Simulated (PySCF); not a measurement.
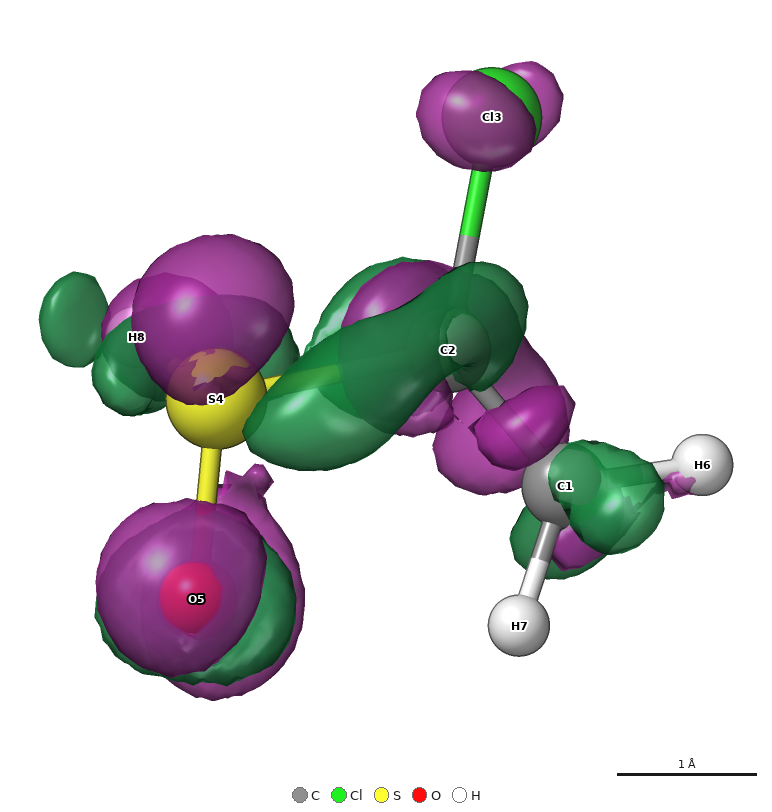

Figure 1: C₂H₃ClOS, SMILES `C=C(Cl)[SH]=O`. Dual descriptor f⁺ − f⁻ at ±0.03 e/Å³ (green positive, purple negative).

Computed with PySCF, BP86/def2-SVP, geometry: GFN2-xTB. No frequency check shows the geometry to be a minimum. GFN2-xTB bond lengths at metals and heavier atoms can be off by up to 0.1 Å and shapes distorted, which carries into these values.

Geometry (Å), atoms numbered from 1:

```
C1       0.2477   -1.7371   -0.0101
C2       0.3891   -0.4284    0.0014
Cl3      1.8805    0.4260    0.0021
S4      -1.0857    0.6741    0.1006
O5      -2.2410   -0.1999   -0.0423
H6       1.0721   -2.4269   -0.0447
H7      -0.7521   -2.1404    0.0020
H8      -0.8104    1.1330   -1.2128
```

Question: Which atoms come out as electrophilic, and which as nucleophilic?

Answer: Electrophilic (positive): H8 (+0.08). Nucleophilic (negative): O5 (−0.12) and Cl3 (−0.05). f⁻ (Hirshfeld-condensed) is largest on S4 (0.20), O5 (0.20) and Cl3 (0.19); the vertical ionisation energy is 9.26 eV. f⁺ (Hirshfeld-condensed) is largest on H8 (0.19), S4 (0.18) and C1 (0.18); the vertical electron affinity is −1.23 eV (the stability of the anion's solution wasn't checked; negative, but this basis has no diffuse functions, so it doesn't show that the anion is unbound).

Run time: 4.6 min on 1 thread of Intel(R) Xeon(R) Processor @ 2.50GHz (Skylake/Cascade Lake) (shared host), peak memory 0.49 GiB.
